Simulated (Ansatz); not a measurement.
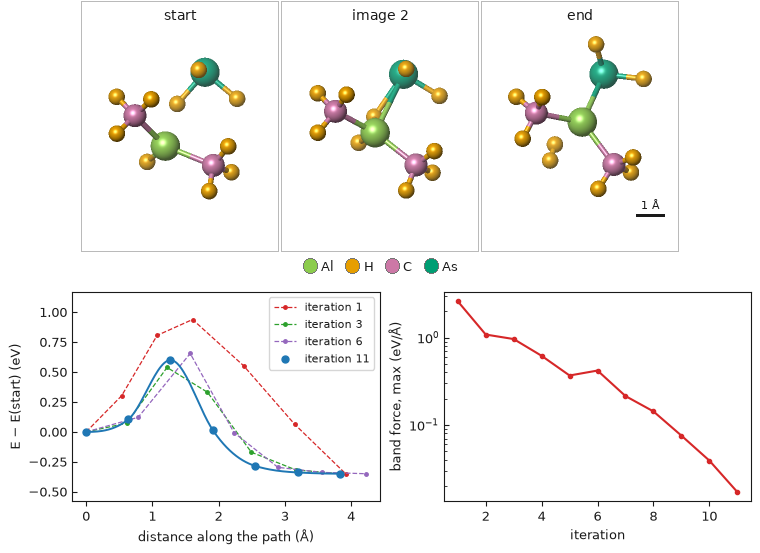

A nudged-elastic-band calculation for C2H10AlAs, made up at the start of C2H7Al and AsH3. Images are numbered from 0 (start) to 6 (end). The plot follows the band through its iterations. Style: ball-and-stick. Shown at a tilt.

Computed with RKS PBE0-D4/def2-SVP in Ansatz. Set-up: 5 movable images; climbing image; force threshold 0.03 eV/Å; iteration limit 60; starting path through a guess of the saddle point.

Did the band converge, and can the barrier be trusted?

Answer. The result is final at these settings. The band converged in 11 iterations. The largest component of the band force went from 2.6 to 0.017 eV/Å. The climbing image converged on the top of the path. Its vibrational analysis gives one imaginary mode (937i cm⁻¹), as a transition state must have. The first iteration put the highest image at 0.94 eV. The highest point, image 2, lies 0.60 eV above the start and 0.95 eV above the end; the end is at −0.35 eV relative to the start.

Limits of the set-up: the start holds two separate molecules, 2.3 Å apart at their closest, whose relative position is a soft coordinate.
